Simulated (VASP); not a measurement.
Band structure of LaSe (relaxed from the zinc blende structure, space group F-43m). Level of theory: PBEsol GGA, VASP's PBE PAW potentials (set 64) (plane waves; VASP).

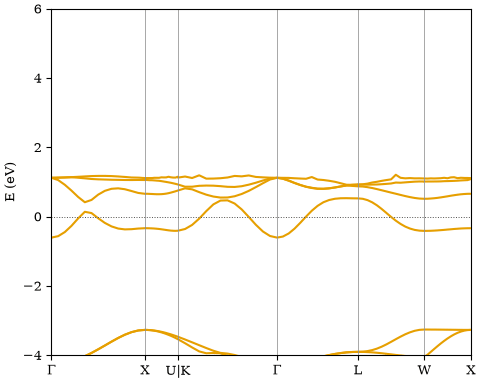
Fig. 1. Bands along high-symmetry lines, zero at the valence-band maximum or, without a gap, the Fermi level

Question: Read the plot: is there a gap, and where are the band edges?

Answer: It has no gap at this level: it comes out as a metal or semimetal. (Edges off the drawn lines would not show.)

The structure was generated: LaSe was put into the zinc blende type (F-43m), which need not be its known phase. It was relaxed first, which changed the volume by -31 %. The electron count is odd and the run is not spin-polarised, which forces a metal.
